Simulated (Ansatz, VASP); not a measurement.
# Cross-check of BN between VASP and Ansatz

Aim: how closely do two programs agree when they are given the same cell, functional and k mesh? The cell comes out of the VASP series on this material, whose earlier steps may have relaxed, scaled or displaced it; both programs get it as it stands.

Method: plane waves, with VASP 6.6.1 beside it; band structure at PBE with D3(BJ), electric field gradients at PBE with D3(BJ) and dielectric response at PBE with D3(BJ), in Ansatz 0.2.0.

### Step 1. The starting structure

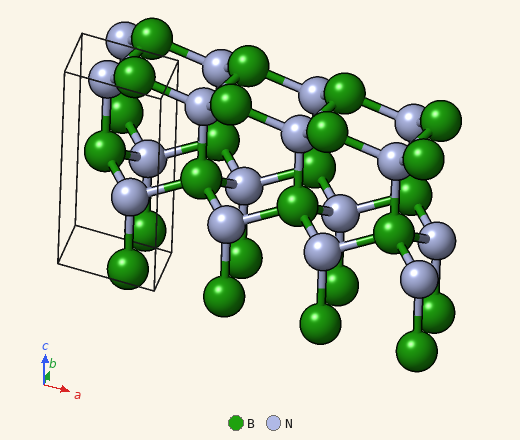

The cell as given, slightly off an axis (boron green, nitrogen light blue). 4×2×1 cells are drawn. Some periodic images of atoms are drawn too.

As a file:

```cif
data_structure
_symmetry_space_group_name_H-M 'P6_3mc'
_symmetry_Int_Tables_number 186
_cell_length_a 2.5425
_cell_length_b 2.5425
_cell_length_c 4.2046
_cell_angle_alpha 90.000
_cell_angle_beta 90.000
_cell_angle_gamma 120.000
_cell_volume 23.54
loop_
_atom_site_label
_atom_site_type_symbol
_atom_site_symmetry_multiplicity
_atom_site_Wyckoff_symbol
_atom_site_fract_x
_atom_site_fract_y
_atom_site_fract_z
_atom_site_occupancy
B1 B 2 b 0.66667 0.33333 0.00026 1
N1 N 2 b 0.66667 0.33333 0.37474 1
```

### Step 2. Ansatz: band structure, PBE with D3(BJ)

Ansatz runs on its default PAW (the set named soft_2) files.

The same path points are solved in both programs, so levels can be compared one by one.

The input, input.yaml:

```yaml
crystal:
  lattice:
    - [2.5424592805, 0.0, 0.0]
    - [-1.2712296403, 2.201834325, 0.0]
    - [0.0, 0.0, 4.2045635586]
  atoms:
    - { symbol: B, position: [0.6666666667, 0.3333333333, 0.0002552075] }
    - { symbol: B, position: [0.3333333333, 0.6666666667, 0.5002552075] }
    - { symbol: "N", position: [0.6666666667, 0.3333333333, 0.3747447925] }
    - { symbol: "N", position: [0.3333333333, 0.6666666667, 0.8747447925] }
hamiltonian:
  xc: pbe
  pseudopotentials: { kind: paw }
  dispersion: d3bj
kpoints:
  mp_grid: { grid: [10, 10, 5] }
  band_path:
    path:
      - [0.0, 0.0, 0.0]
      - [0.13333, 0.0, 0.0]
      - [0.3, 0.0, 0.0]
      - [0.46667, 0.0, 0.0]
      - [0.46667, 0.06667, 0.0]
      - [0.41111, 0.17778, 0.0]
      - [0.35556, 0.28889, 0.0]
      - [0.33333, 0.33333, 0.0]
      - [0.28889, 0.28889, 0.0]
      - [0.17778, 0.17778, 0.0]
      - [0.06667, 0.06667, 0.0]
      - [0.0, 0.0, 0.03333]
      - [0.0, 0.0, 0.2]
      - [0.0, 0.0, 0.36667]
      - [0.0, 0.0, 0.5]
      - [0.16667, 0.0, 0.5]
      - [0.3, 0.0, 0.5]
      - [0.46667, 0.0, 0.5]
      - [0.46667, 0.06667, 0.5]
      - [0.41111, 0.17778, 0.5]
      - [0.35556, 0.28889, 0.5]
      - [0.28889, 0.28889, 0.5]
      - [0.17778, 0.17778, 0.5]
      - [0.06667, 0.06667, 0.5]
      - [0.5, 0.0, 0.46667]
      - [0.5, 0.0, 0.3]
      - [0.5, 0.0, 0.13333]
      - [0.33333, 0.33333, 0.0]
      - [0.33333, 0.33333, 0.16667]
      - [0.33333, 0.33333, 0.33333]
      - [0.33333, 0.33333, 0.5]
    npoints: 1
scf:
  occupations: { method: gaussian, width: 0.05 }
  n_extra_bands: 8
output:
  forces: true
  stress: true
  eigenvalues: true
  write_density: true
  write_potential: true
  elf: true
  volumetric_format: npy
```

Command:

```bash
> ansatz run input.yaml --threads 2 --pin off --max-ram 4608MiB --backend cpu --events-out ev --progress --plain --runs-dir out
```

Numbers of over 12 decimals in the logs are rounded to 6 here.

Log:

```text
scf.n_extra_bands = 8 over 8 filled bands (N_el = 16.0): the run solves 16 bands
Engine: ansatz 0.2.0, aarch64-unknown-linux-gnu
Pseudopotentials: kind: paw
Pseudopotential: B, paw, valence charge 3, recommended cutoff 420 eV (normal), B.paw.azcp
Pseudopotential: N, paw, valence charge 5, recommended cutoff 420 eV (normal), N.paw.azcp
Functional definition: PBE
  parameter kappa = 0.804
  parameter beta = 0.066725
  exchange = pbe_x(kappa = kappa, mu = beta*pi^2/3)
  correlation = pbe_c(beta = beta)
Crystal: 4 atoms, lattice volume = 23.537 Å³
Basis set: ecut = 420 eV, 465 PW (Γ), exchange–correlation on 36×36×60 points (8 copies of the dense FFT grid, shifted against one another)
Bands: 16, of which v1, the nominal top of the filled ones, is band 8 counted from 1 (7 counted from 0)
Symmetry: 12 space group operations
Space group: P63mc (ITA 186), of the structure as read, at distance tolerance 2.9e-5 Å
k-points: 42 of 500 (time reversal used)
Non-local potential: B, projectors of the file, l = 0: 2, l = 1: 2, l = 2: 1
Non-local potential: N, projectors of the file, l = 0: 2, l = 1: 2, l = 2: 1
PAW form: soft (Blöchl's): semilocal exchange-correlation on the pseudo side does not see the compensation charge
PAW one-centre angular grid: B, 110 points (default); XC on 64 Gauss nodes
PAW one-centre angular grid: N, 110 points (default); XC on 64 Gauss nodes
Initial density: superposition of atomic densities (neutral atoms: chi_scale 0, normalization atom), corrected by the library's trained network
Initial wavefunctions: pseudopotential atomic-orbital guess
Functional: x = pbe(κ = 0.804, μ = 0.219515), c = pbe(β = 0.066725)
SCF iter   1: F=—  HF=-1085.316809 eV  |F-HF|=—  |Δ(HF+E_count)|=         —  Δρ=2.93e-3  dr2=1.04e-3  ethr=1.77e-3  ⟨swp⟩=4.9  Hψ=3164  notcnv=0  defer=38
preconditioner: auto → none  [insulator: Δε(μ)=5.376 eV  Ē_g=20.105 eV  σ=0.050 eV  W_gap=1.00  n_scr=2 (ndim 8)  ℏωp=30.6 eV  f_vac=0.000  D(μ)=0.00/eV (n_scr^D=0)  ε∞_Penn≈3.3]
SCF iter   2: F=—  HF=-1085.317074 eV  |F-HF|=—  |Δ(HF+E_count)|=   2.64e-4  Δρ=1.17e-3  dr2=1.37e-4  ethr=6.51e-6  ⟨swp⟩=2.6  Hψ=1366  notcnv=0  defer=66
SCF iter   3: F=—  HF=-1085.317224 eV  |F-HF|=—  |Δ(HF+E_count)|=   1.50e-4  Δρ=1.66e-4  dr2=2.19e-6  ethr=8.56e-7  ⟨swp⟩=2.4  Hψ=922  notcnv=0  defer=66
SCF iter   4: F=—  HF=-1085.317231 eV  |F-HF|=—  |Δ(HF+E_count)|=   7.61e-6  Δρ=2.33e-5  dr2=5.97e-8  ethr=1.37e-8  ⟨swp⟩=2.0  Hψ=896  notcnv=0  defer=66
iter 5 did not close the SCF: its close was put off for the readings that it lacked (scf_convergence_deferred on its scf_iter line)
SCF iter   5: F=-1085.317231 eV  HF=-1085.317231 eV  |F-HF|=1.88e-9  |Δ(HF+E_count)|=   9.39e-8  Δρ=3.62e-6  dr2=1.49e-9  ethr=3.73e-10  ⟨swp⟩=2.2  Hψ=862  notcnv=0  defer=66
SCF iter   6: F=-1085.317231 eV  HF=-1085.317231 eV  |F-HF|=1.93e-11  |Δ(HF+E_count)|=   2.15e-9  Δρ=5.29e-7  dr2=3.14e-11  ethr=9.33e-12  ⟨swp⟩=8.0  Hψ=3506  notcnv=0
SCF 1 converged in 6 iterations: F = -1085.317231 eV  dr2 = 3.14e-11
  greatest PAW one-centre occupation: 0.788 electrons in one spin orbital (limit 2), on the N atom at site 3 (counted from 0), in its partial waves of l = 0
NSCF: frozen V_eff on 31 k-points
SCF converged after 6 iterations
Free energy (F): -1085.317231 eV
Harris-Foulkes:  -1085.317231 eV  (|F-HF|=1.93e-11)
Internal energy: -1085.317231 eV  (E = F + TS)
E sigma→0 (E₀):  -1085.317231 eV
Fermi energy:    14.094987 eV
--- Per-component energies (eV) ---
  E_band       = 53.560848
  E_kinetic    = 371.838007
  E_local      = -351.761052  (includes V_loc(G=0)·N_el)
  E_nonlocal   = 113.284092
  E_hartree    = 98.916341
  E_xc         = -187.064347
  E_vxc        = -232.687794  (∫ρ·V_xc dr)
  E_paw        = -412.954382  (= ΣΔE_a)
  E_vpaw       = -44.945285  (= ΣTr[D̂ρ^β])
  E_aug_tail   = 0.000205  (compensation charges beyond the density's cutoff)
  E_ewald      = -716.736066
  E_disp       = -0.840029  (pairwise vdW)
  E_smearing   = -0.000000  (= −TS)
  E_closure    = -0.000000  (closes the sum)
  Σ components = -1085.317231   (vs F -1085.317231, Δ=0.00e0)
--- Forces (eV/Å), atoms counted from 1 ---
  atom   1  B      0.00000000     0.00000000    -0.00373299
  atom   2  B     -0.00000000    -0.00000000    -0.00373299
  atom   3  N     -0.00000000    -0.00000000     0.00372911
  atom   4  N      0.00000000     0.00000000     0.00372911
  max |Σ_I F_I| component: 7.76e-6 eV/Å
--- Stress (GPa, compression-positive) ---
       -0.362346       0.000000      -0.000000
        0.000000      -0.362346       0.000000
        0.000000      -0.000000      -0.276932
  P = ⅓ Tr σ = -0.3339 GPa (-3.339 kbar)
--- Band table (eV; the first three rows and the last of 42) ---
  k-point 0: bands = [... 4 lower, 9.2645, 11.1253, 11.3987, 11.3987, 19.7990, 19.7990, 20.0433, 20.9685, ... 4 higher]
  k-point 1: bands = [... 4 lower, 9.4334, 9.8757, 11.1481, 11.1481, 20.0848, 20.0848, 20.5145, 20.9615, ... 4 higher]
  k-point 2: bands = [... 4 lower, 9.9036, 9.9036, 10.5519, 10.5519, 20.8550, 20.8550, 20.8849, 20.9464, ... 4 higher]
  k-point 41: bands = [... 4 lower, 3.6147, 4.5448, 7.9171, 8.3445, 20.0377, 20.7128, 21.5088, 23.0794, ... 4 higher]
```

Elapsed: 2.3 s, on 2 threads of Arm Neoverse N1, shared host; peak memory 0.27 GiB; 4.2 s of CPU time.

The column dr2 measures how far the density is from self-consistency, as an energy; F and HF (Harris–Foulkes) agree once it is small.

### Step 3. VASP: band structure, PBE with D3(BJ)

The same cell, functional, mesh and smearing now go to VASP, with its own data sets and cutoff.

Lines of VASP's logs that name or quote its potential files are left out, and so is its time.

The input, INCAR:

```
SYSTEM = BN
PREC = Accurate
ENCUT = 520
EDIFF = 1E-06
NELM = 100
ISMEAR = 0
SIGMA = 0.05
LREAL = .FALSE.
ALGO = Normal
GGA = PE
IVDW = 12
NBANDS = 22
LORBIT = 11
LWAVE = .FALSE.
LCHARG = .FALSE.
KPAR = 4
```

The input, POSCAR:

```
BN
1.0
    2.5424592805      0.0000000000      0.0000000000
   -1.2712296403      2.2018343250      0.0000000000
    0.0000000000      0.0000000000      4.2045635586
B N
2 2
Direct
    0.6666666667      0.3333333333      0.0002552075
    0.3333333333      0.6666666667      0.5002552075
    0.6666666667      0.3333333333      0.3747447925
    0.3333333333      0.6666666667      0.8747447925
```

The input, KPOINTS:

```
Automatic mesh
0
Gamma
10 10 5
0 0 0
```

The input, KPOINTS_OPT:

```
Line mode
16
Line-mode
Reciprocal
  0.00000000   0.00000000   0.00000000 GAMMA
  0.50000000   0.00000000   0.00000000 M

  0.50000000   0.00000000   0.00000000 M
  0.33333333   0.33333333   0.00000000 K

  0.33333333   0.33333333   0.00000000 K
  0.00000000   0.00000000   0.00000000 GAMMA

  0.00000000   0.00000000   0.00000000 GAMMA
  0.00000000   0.00000000   0.50000000 A

  0.00000000   0.00000000   0.50000000 A
  0.50000000   0.00000000   0.50000000 L

  0.50000000   0.00000000   0.50000000 L
  0.33333333   0.33333333   0.50000000 H

  0.33333333   0.33333333   0.50000000 H
  0.00000000   0.00000000   0.50000000 A

  0.50000000   0.00000000   0.50000000 L
  0.50000000   0.00000000   0.00000000 M

  0.33333333   0.33333333   0.00000000 K
  0.33333333   0.33333333   0.50000000 H
```

Potentials, in the order of the species: B and N (PBE family, release 64).

Command:

```bash
> mpirun -np 4 vasp_std
```

Log:

```text
[banner, memory and clock lines left out]
running    4 mpi-ranks, on    1 nodes
 distrk:  each k-point on    1 cores,    4 groups
 distr:  one band on    1 cores,    1 groups

 POSCAR found type information on POSCAR B N
 POSCAR found :  2 types and       4 ions
 LDA part: xc-table for (Slater+PW92), standard interpolation
 POSCAR, INCAR and KPOINTS ok, starting setup
 FFT: planning ... GRIDC
 FFT: planning ... GRID_SOFT
 FFT: planning ... GRID
 WAVECAR not read
 entering main loop
       N       E                     dE             d eps       ncg     rms          rms(c)
DAV:   1     0.393539747871E+02    0.39354E+02   -0.77310E+03  1856   0.707E+02
DAV:   2    -0.347868181084E+02   -0.74141E+02   -0.70051E+02  2304   0.196E+02
DAV:   3    -0.367787698841E+02   -0.19920E+01   -0.19771E+01  2226   0.271E+01
DAV:   4    -0.367824140320E+02   -0.36441E-02   -0.36440E-02  1974   0.129E+00
DAV:   5    -0.367824182491E+02   -0.42171E-05   -0.42171E-05  2214   0.426E-02    0.952E+00
DAV:   6    -0.349959059910E+02    0.17865E+01   -0.13003E+00  1962   0.992E+00    0.454E+00
DAV:   7    -0.348536426852E+02    0.14226E+00   -0.27996E-01  2156   0.348E+00    0.277E+00
DAV:   8    -0.348262436612E+02    0.27399E-01   -0.40850E-02  2154   0.138E+00    0.249E-01
DAV:   9    -0.348256840156E+02    0.55965E-03   -0.10741E-03  1950   0.345E-01    0.142E-01
DAV:  10    -0.348259469983E+02   -0.26298E-03   -0.30241E-04  1944   0.121E-01    0.204E-02
DAV:  11    -0.348259566637E+02   -0.96653E-05   -0.11951E-05  2156   0.311E-02    0.163E-02
DAV:  12    -0.348259569922E+02   -0.32854E-06   -0.28359E-06  2012   0.147E-02
   1 F= -.35665851E+02 E0= -.35665851E+02  d E =-.241938E-25
 Start KPOINTS_OPT (optional k-point list driver)
k-point batch [1-42\144]
       N       E                     dE             ncg
DAV:   1     0.272187866523E+04   -0.23276E+05     1856
DAV:   2    -0.274227673764E+03   -0.29961E+04     2320
DAV:   3    -0.354872719928E+03   -0.80645E+02     2174
DAV:   4    -0.355001897667E+03   -0.12918E+00     2030
DAV:   5    -0.355002026616E+03   -0.12895E-03     2220
DAV:   6    -0.355002026813E+03   -0.19636E-06     1688
[...]
k-point batch [127-144\144]
       N       E                     dE             ncg
DAV:   1     0.155234211626E+05   -0.14438E+05      792
DAV:   2     0.143054612630E+05   -0.12180E+04      960
DAV:   3     0.142771942695E+05   -0.28267E+02      906
DAV:   4     0.142771516908E+05   -0.42579E-01      858
DAV:   5     0.142771516477E+05   -0.43118E-04      912
DAV:   6     0.142771516476E+05   -0.66673E-07      738
```

OUTCAR, selected parts (step 3):

```text
ion  position               nearest neighbor table
   1  0.667  0.333  0.000-   4 1.56   4 1.56   4 1.56   3 1.57
   2  0.333  0.667  0.500-   3 1.56   3 1.56   3 1.56   4 1.57
   3  0.667  0.333  0.375-   2 1.56   2 1.56   2 1.56   1 1.57
   4  0.333  0.667  0.875-   1 1.56   1 1.56   1 1.56   2 1.57

  LATTYP: Found a hexagonal cell.
 ALAT       =     2.5424592805
 C/A-ratio  =     1.6537387996

 Subroutine GETGRP returns: Found 12 space group operations
 (whereof  6 operations were pure point group operations)

The static configuration has the point symmetry C_3v.
 The point group associated with its full space group is C_6v.

 Found     42 irreducible k-points:

   k-points           NKPTS =     42   k-points in BZ     NKDIM =     42   number of bands    NBANDS=     22

   dimension x,y,z NGX =    20 NGY =   20 NGZ =   32
   dimension x,y,z NGXF=    40 NGYF=   40 NGZF=   64

   ENCUT  =  520.0 eV  38.22 Ry    6.18 a.u.   4.73  4.73  7.82*2*pi/ulx,y,z

   NELECT =      16.0000    total number of electrons

 k-points in reciprocal lattice and weights: Automatic mesh
   0.00000000  0.00000000  0.00000000       0.002
   0.10000000 -0.00000000  0.00000000       0.012
   0.20000000 -0.00000000  0.00000000       0.012
   0.30000000  0.00000000  0.00000000       0.012
   0.40000000  0.00000000  0.00000000       0.012
   0.50000000 -0.00000000  0.00000000       0.006
   0.10000000  0.10000000  0.00000000       0.012
   0.20000000  0.10000000  0.00000000       0.024
   0.30000000  0.10000000  0.00000000       0.024
[...]
0.40000000  0.20000000  0.40000000       0.024
   0.30000000  0.30000000  0.40000000       0.024

 average (electrostatic) potential at core
       1 -24.4279       2 -24.4279       3 -60.3438       4 -60.3438

 E-fermi :   7.9629

 k-point     1 :       0.0000    0.0000    0.0000
  band No.  band energies     occupation
    ...
      4       5.4748      2.00000
      5       5.4748      2.00000
      6       7.3333      2.00000
      7       7.6097      2.00000
      8       7.6097      2.00000
      9      15.9968      0.00000
     10      15.9968      0.00000
     11      16.2466      0.00000
     12      17.1870      0.00000
     13      18.4488      0.00000
    ...

 k-point     2 :       0.1000   -0.0000    0.0000
  band No.  band energies     occupation
    ...
      4       4.5017      2.00000
      5       5.0775      2.00000
      6       6.8014      2.00000
      7       7.1184      2.00000
      8       7.3830      2.00000
      9      15.6790      0.00000
     10      16.4246      0.00000
     11      16.5756      0.00000
     12      17.8695      0.00000
     13      19.0622      0.00000
    ...

 k-point     3 :       0.2000   -0.0000    0.0000
  band No.  band energies     occupation
    ...
      4       2.3267      2.00000
      5       4.2216      2.00000
      6       4.9270      2.00000
      7       6.4680      2.00000
      8       6.7986      2.00000
      9      15.1738      0.00000
     10      17.0044      0.00000
     11      17.3305      0.00000
     12      18.6158      0.00000
     13      19.7898      0.00000
    ...

 Edisp (eV)   -0.83989

  Total      -0.00690    -0.00690    -0.00827     0.00000     0.00000     0.00000
  in kB      -0.46943    -0.46943    -0.56303     0.00000     0.00000     0.00000
  external pressure =       -0.50 kB  Pullay stress =        0.00 kB

  energy-cutoff  :      520.00
  volume of cell :       23.54
      direct lattice vectors                 reciprocal lattice vectors
     2.542459281  0.000000000  0.000000000     0.393319967  0.227083389  0.000000000
    -1.271229640  2.201834325  0.000000000     0.000000000  0.454166778  0.000000000
     0.000000000  0.000000000  4.204563559     0.000000000  0.000000000  0.237836814

 POSITION                                       TOTAL-FORCE (eV/Angst)
 -----------------------------------------------------------------------------------
      1.27123      0.73394      0.00107         0.000000     -0.000000     -0.000770
     -0.00000      1.46789      2.10335        -0.000000      0.000000     -0.000770
      1.27123      0.73394      1.57564         0.000000     -0.000000      0.000770
     -0.00000      1.46789      3.67792        -0.000000     -0.000000      0.000770
 -----------------------------------------------------------------------------------
    total drift:                               -0.000000     -0.000000     -0.000410

  FREE ENERGIE OF THE ION-ELECTRON SYSTEM (eV)
  ---------------------------------------------------
  free  energy   TOTEN  =       -35.6658514853 eV

  energy  without entropy=      -35.6658514853  energy(sigma->0) =      -35.66585149

 total charge
# of ion       s       p       d       tot
------------------------------------------
    1        0.678   1.364   0.000   2.042
    2        0.678   1.364   0.000   2.042
    3        1.216   2.767   0.000   3.983
    4        1.216   2.767   0.000   3.983
--------------------------------------------------
tot          3.788   8.261   0.000  12.049

[... 3 further parts left out ...]
```

The run ends at a pressure of -0.05 GPa, with forces up to 7.7e-4 eV/Å.

### Step 4. Comparison

Known differences besides the PAW data sets themselves: the cutoff is 420 eV in Ansatz and 520 eV in VASP; VASP leaves aspherical gradient terms in its spheres out (LASPH is not set), Ansatz keeps them. Total energies have different zeros and are not compared.

The two programs side by side:

| quantity | Ansatz | VASP | difference |
| --- | --- | --- | --- |
| pressure (GPa) | -0.33 | -0.05 | -0.28 |
| gap over the path points (eV) | 5.198 | 5.180 | +0.018 |

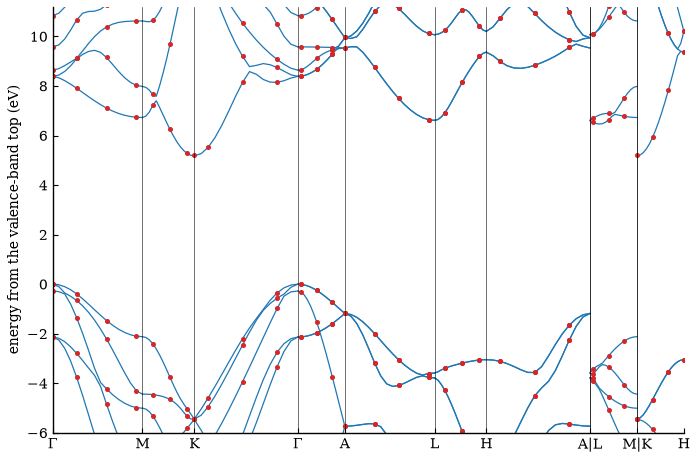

Bands from VASP (lines) and levels from Ansatz (dots). Dots without a line are higher empty bands that the VASP plot leaves out.

Levels at points of the path, from each program's valence-band top (eV; 4 filled, then empty):

| k (reciprocal lattice) | Ansatz | VASP |
| --- | --- | --- |
| 0.000 0.000 0.000 | -2.13 -0.27 0.00 0.00 8.40 8.40 8.64 | -2.13 -0.28 0.00 0.00 8.39 8.39 8.64 |
| 0.133 0.000 0.000 | -2.79 -1.36 -0.66 -0.39 7.92 9.11 9.13 | -2.79 -1.36 -0.66 -0.39 7.91 9.10 9.12 |
| 0.300 0.000 0.000 | -4.85 -4.23 -2.21 -1.47 7.12 9.16 10.40 | -4.85 -4.23 -2.22 -1.47 7.11 9.15 10.38 |
| 0.467 0.000 0.000 | -7.03 -4.99 -4.31 -2.10 6.75 8.03 10.64 | -7.03 -4.98 -4.31 -2.10 6.74 8.02 10.62 |
| 0.467 0.067 0.000 | -6.88 -5.32 -4.45 -2.41 7.23 7.66 10.66 | -6.88 -5.32 -4.46 -2.41 7.22 7.64 10.65 |
| 0.411 0.178 0.000 | -6.64 -6.50 -4.65 -3.77 6.25 9.71 11.94 | -6.64 -6.50 -4.66 -3.77 6.24 9.70 11.93 |
| 0.356 0.289 0.000 | -7.11 -5.80 -5.34 -5.04 5.29 12.95 13.17 | -7.11 -5.81 -5.34 -5.04 5.27 12.95 13.16 |
| 0.333 0.333 0.000 | -7.22 -5.46 -5.44 -5.44 5.20 13.54 13.54 | -7.22 -5.46 -5.45 -5.45 5.18 13.53 13.53 |
| 0.289 0.289 0.000 | -6.55 -6.39 -4.95 -4.59 5.54 12.44 12.76 | -6.55 -6.39 -4.95 -4.60 5.52 12.44 12.76 |
| 0.178 0.178 0.000 | -6.08 -3.94 -2.45 -2.19 8.16 9.20 10.54 | -6.08 -3.94 -2.45 -2.20 8.15 9.19 10.54 |

At this near-relaxed geometry the largest component of a force difference is 3 meV/Å. Among the levels compared (up to four filled and three empty ones at each point), filled levels agree within 5 meV and empty ones within 18 meV. Ansatz's pressure holds a Pulay correction of 1.07 GPa; VASP's holds none.

### Step 5. Further runs

An all-electron run, which needs no data sets, serves as referee.

| run | difference in gap over the path points (eV) |
| --- | --- |
| as above | 0.018 |
| Ansatz's all-electron LAPW method | 0.0078 |

[end of part 1 of 2]

[Lines on the potential files, build, host, timing and source positions are cut from VASP's logs without a mark.]

[Logs are printed without paths, hosts, clocks, repeated set-up lines and the standing remarks that a program may print on its own settings, such as how far it seeks lower states.]

[Hosts, paths, dates, database ids (printed as entryN), source tags and the programs' standing remarks are cut or masked in the printed files.]
